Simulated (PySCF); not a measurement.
Consider C$_{7}$H$_{18}$PSi (charge +1).

The calculation's input:

```
{"job": {"kind": "nmr", "xc": "PBE0", "basis": "pcSseg-1"}, "charge": 1, "multiplicity": 1}
C     -0.807607    -0.346361    -2.032351
C     -0.979123     0.071935    -0.771236
C     -1.856342    -0.586618     0.250979
P     -0.085440     1.539630    -0.239606
C     -1.176848     2.873629     0.257646
Si    -0.305568     4.527262     0.703414
C      1.066227     1.138208     1.101993
C      1.971545    -0.061169     0.820163
C      2.895000     0.118378    -0.373650
H     -0.157562     0.167950    -2.746036
H     -1.328087    -1.237940    -2.396719
H     -1.279882    -0.924419     1.127345
H     -2.351782    -1.465384    -0.183518
H     -2.641717     0.095498     0.614242
H      0.648852     1.991186    -1.355396
H     -1.771379     2.528006     1.120164
H     -1.877095     3.049096    -0.576676
H      0.673839     4.817983    -0.382687
H      0.406864     4.340163     1.997154
H     -1.359599     5.568536     0.794863
H      0.440816     0.976878     1.996771
H      1.654638     2.052843     1.292902
H      2.566626    -0.229428     1.731392
H      1.355294    -0.966876     0.693886
H      2.345225     0.163752    -1.327805
H      3.590580    -0.728497    -0.453676
H      3.500404     1.034202    -0.284930
```

Run with:

```sh
OMP_NUM_THREADS=1 python probes_run.py task.json out
```

Geometry: PBE0-D3(BJ)/def2-SVP.

All numbers below come from PBE0/pcSseg-1, SCF density, gas phase, non-relativistic in PySCF.

Predict the electron density and electron localisation function between the atoms.

C–C (1.34 Å): ρ is about 2.2 e/Å³ halfway; the ELF peaks at about 0.95 between the atoms; a multiple bond.
C–P (1.80 Å): the density is about 1.2 e/Å³ at the midpoint; the ELF peaks at about 0.95 between the atoms, as expected for a shared electron pair.
C–H (1.09 Å): the density is about 2 e/Å³ at the midpoint; the ELF climbs to about 1 towards the hydrogen, as it does in any bond to H: an ordinary covalent bond to hydrogen.
C–C (1.50 Å): ρ is about 1.7 e/Å³ halfway; the ELF peaks at about 0.95 between the atoms (localised, covalent bonding).

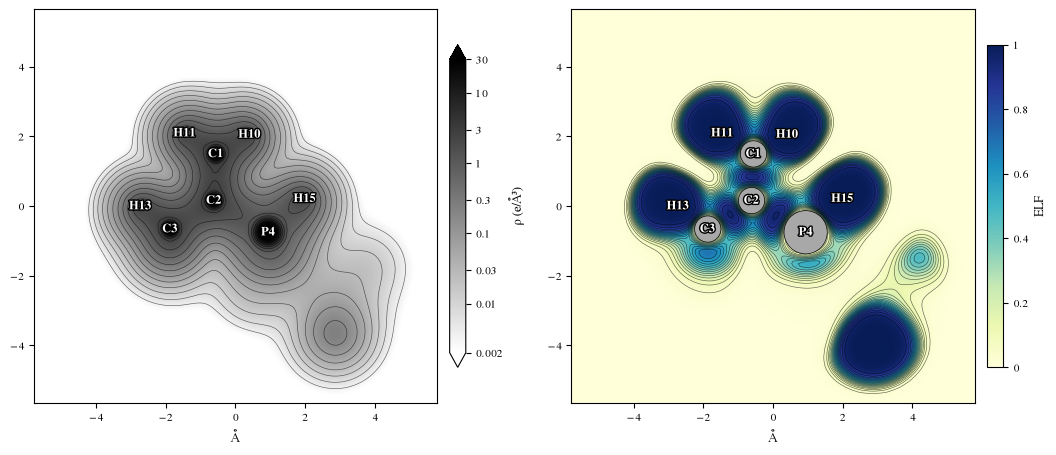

Computed electron density and electron localisation function on the plane of atoms C2, C3 and H13, in this order. Grey discs cover the atomic cores in the ELF map. 
